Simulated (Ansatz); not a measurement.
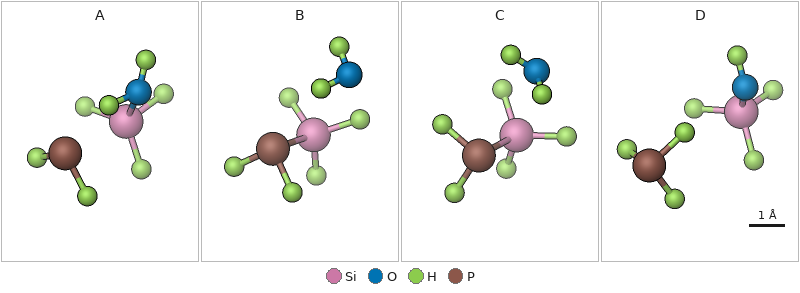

4 geometries from a converged minimum-energy path of SiPH$_{7}$O, made up of SiH₄O and PH$_{3}$, shuffled. A ball-and-stick model, seen from a free direction.

Theory: RKS PBE0-D4/def2-SVP in Ansatz 0.2.0. Settings: 5 movable images; climbing image; force threshold 0.05 eV/Å; iteration limit 60; starting path through a guess of the saddle point.

Q: Which frame is the top of the path?

A: A. In order along the path, whose images run from 0 to 6: D (image 0, 0.00 eV), A (image 2, +1.92 eV), B (image 4, +0.46 eV), C (image 6, +0.40 eV). Breaking: H–P (1.43 → 2.78 Å), O–Si (1.67 → 3.00 Å). Forming: H–O (2.49 → 0.97 Å), P–Si (4.16 → 2.28 Å).

Limits of the set-up: the start holds two separate molecules, 2.5 Å apart at their closest, whose relative position is a soft coordinate.

The run took 4.6 min on 2 threads of Intel(R) Xeon(R) Platinum 8259CL CPU @ 2.50GHz (Skylake/Cascade Lake) (shared host), peak memory 0.18 GiB.
